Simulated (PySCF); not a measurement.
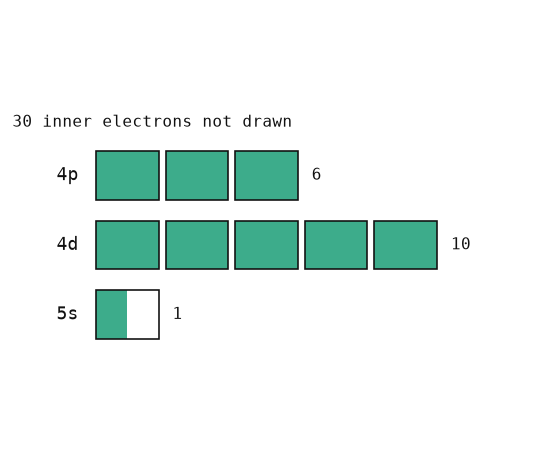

The outer shells of the nominal configuration: a box for each of the 2l + 1 orbitals, shaded by the share of the shell that is filled, with the electron count at the right.

Run report: Cs⁸⁺, atomic calculation

- system: Cs⁸⁺, configuration 1s2 2s2 2p6 3s2 3p6 3d10 4s2 4p6 4d10 5s1, multiplicity 2.
- method: unrestricted TPSS, Sapporo-DKH3-DZP-2012, spin-free X2C-1e, Gaussian nucleus (PySCF)

What the run reported:

```tsv
quantity	value
outcome	converged
total energy	−7769.7375 hartree
⟨S²⟩	0.750
SCF iterations	4
hardware	1 thread of Arm Neoverse V1, 23 GiB of memory available, shared host
wall time	0.95 s
```

What is odd here:

One thing in this input was made odd on purpose: basis of the neutral atom used for a highly charged ion. The program ran to the end. Its numbers are those of this setting; this run alone doesn't show how far the oddity moves them.

Input file:
```python
from pyscf import gto, scf, dft, mp, cc
import basis_set_exchange as bse
mol = gto.M(atom="Cs 0 0 0", charge=8, spin=1, symmetry="D2h",
            basis=gto.basis.parse(bse.get_basis("Sapporo-DKH3-DZP-2012", elements=["Cs"], fmt="nwchem", header=False)),
            nucmod="G")
mf = dft.UKS(mol, xc="TPSS").sfx2c1e()
mf.irrep_nelec = {'Ag': (9, 8), 'B1g': (2, 2), 'B2g': (2, 2), 'B3g': (2, 2), 'B1u': (3, 3), 'B2u': (3, 3), 'B3u': (3, 3)}
mf.kernel()
```

The script is an equivalent of what the driver set up; the driver started from orbitals of its own, so the log can be shorter than this script's would be, and it computed the properties (radii, ⟨L²⟩, response) afterwards. It held the occupations shell by shell, which the script's counts by irreducible representation don't always enforce.

Launched within a batch (the task file carries these settings):
```bash
OMP_NUM_THREADS=1 python <driver script> TASK.json OUT
```

Log (extracts):
```
damping factor = 0
level_shift factor = 0
DIIS = <class 'pyscf.scf.diis.CDIIS'>
diis_start_cycle = 1
diis_space = 10
diis_damp = 0
SCF conv_tol = 1e-09
SCF conv_tol_grad = None
number electrons alpha = 24  beta = 23
XC functionals = TPSS
    J. Tao, J. P. Perdew, V. N. Staroverov, and G. E. Scuseria.,  Phys. Rev. Lett. 91, 146401 (2003)
    J. P. Perdew, J. Tao, V. N. Staroverov, and G. E. Scuseria.,  J. Chem. Phys. 120, 6898 (2004)
    J. Tao, J. P. Perdew, V. N. Staroverov, and G. E. Scuseria.,  Phys. Rev. Lett. 91, 146401 (2003)
    J. P. Perdew, J. Tao, V. N. Staroverov, and G. E. Scuseria.,  J. Chem. Phys. 120, 6898 (2004)
cycle= 1 E= -7769.73745515158  delta_E= -0.0021  |g|= 0.00616  |ddm|= 0.16
cycle= 2 E= -7769.73745920189  delta_E= -4.05e-06  |g|= 0.001  |ddm|= 0.00514
cycle= 3 E= -7769.73745936357  delta_E= -1.62e-07  |g|= 4.05e-05  |ddm|= 0.000783
cycle= 4 E= -7769.73745936385  delta_E= -2.74e-10  |g|= 2.7e-08  |ddm|= 3.33e-05
converged SCF energy = -7769.73745936385  <S^2> = 0.75007959  2S+1 = 2.0000796
```

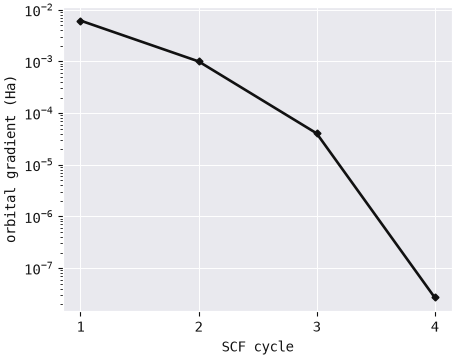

Convergence: orbital gradient against the SCF cycle. The residual falls at every step. It goes from 0.0062 to 2.7×10⁻⁸ in 4 steps.

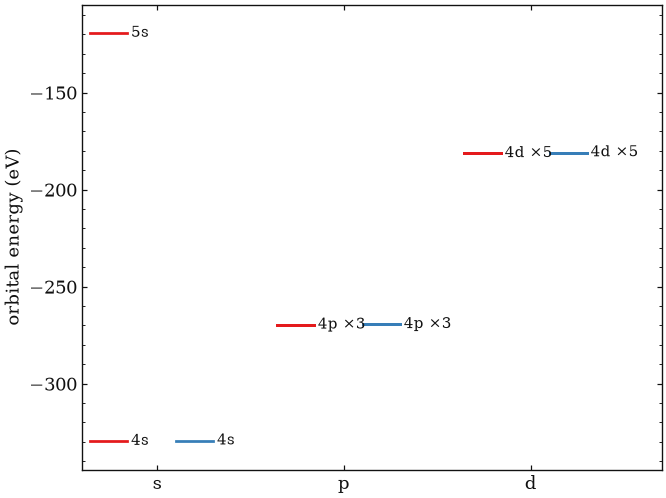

Orbital energies of the mean field, from the top down to −329.6 eV, by angular momentum, α spin at the left of each column and β at the right; ×n counts the orbitals under one label. The highest filled orbital is 5s α at −119.4 eV, the lowest empty one s β at −117.6 eV.
